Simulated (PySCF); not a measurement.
## Electronic structure of Hf2 (charge +1, doublet) in real space

Input file:

```
mol = gto.M(atom='''
Hf    -0.00000    -0.00000     1.19648
Hf     0.00000     0.00000    -1.19648''',
    basis={'Hf': 'def2-SVP'},
    ecp={'Hf': 'def2-SVP'},
    charge=1, spin=1)
mf = dft.UKS(mol, xc='B88,P86')
mf.grids.atom_grid = (75, 302)  # f atoms: at least (60, 302), unpruned
mf = mf.density_fit()  # Hf def2-universal-JKFIT
mf.conv_tol = 1e-09; mf.max_cycle = 55
mf.kernel(dm0)
```

Run with:

```sh
OMP_NUM_THREADS=2 python run.py
```

Core potentials replace the inner electrons of Hf.

Method: UKS BP86, Hf def2-SVP with ECP60; non-relativistic Hamiltonian with scalar-relativistic core potentials where named; density fitting in PySCF 2.14.0.

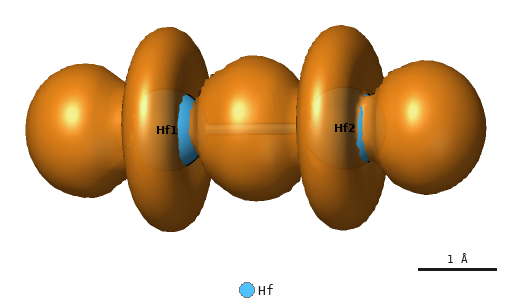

Figure 1. Isosurfaces of the spin density (α minus β) at +0.015 (orange) and −0.015 e/Å³ (purple), seen from one side.

### Which atoms carry the spin?

The unpaired spin (1 electron) lies mostly on Hf1 (about 0.5) and Hf2 (about 0.5), in electrons by Hirshfeld's partition.

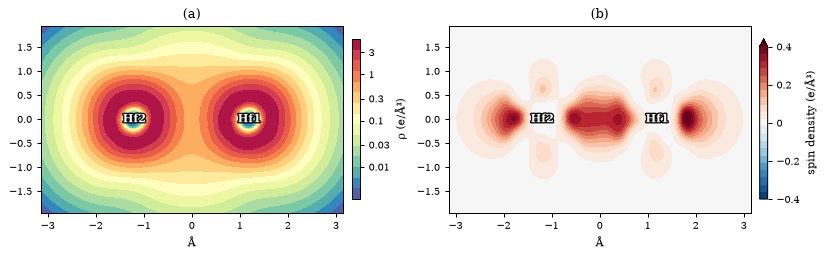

Figure 2. (a) electron density; (b) spin density on a plane that holds the molecular axis.

### Read the bonding off the picture.

The section cuts through Hf sites. Hf–Hf (2.39 Å): ρ is about 0.56 e/Å³ halfway.

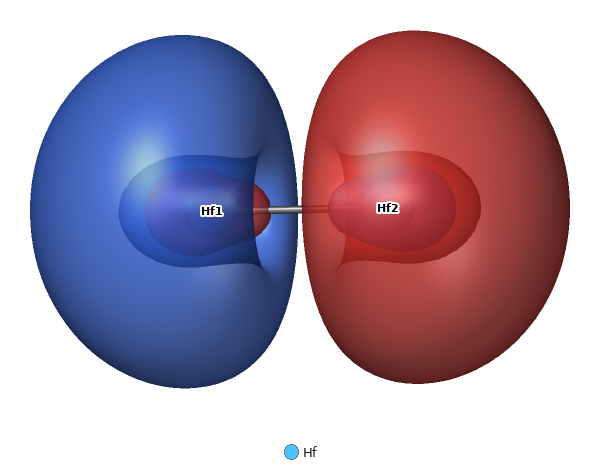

Figure 3. The LUMO (β) at ±0.06 Å⁻³ᐟ² (red and blue are the two phases), seen from one side.

### Where does this orbital lie, and at what energy?

It lies mainly on Hf1 (about 50 %) and Hf2 (about 50 %); it is of σ type; it is ungerade (odd under inversion). Its energy is −7.77 eV.

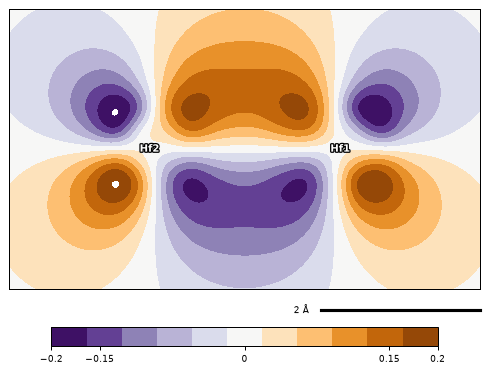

Figure 4. The HOMO (β) on a plane that holds the molecular axis (values in Å⁻³ᐟ²; the overall sign is arbitrary).

### Where does this orbital lie, and at what energy?

It lies mainly on Hf1 (about 50 %) and Hf2 (about 50 %); it vanishes on the molecular axis (π type); it is ungerade (odd under inversion). It is one of a degenerate set, so its orientation is arbitrary. Its energy is −8.78 eV.
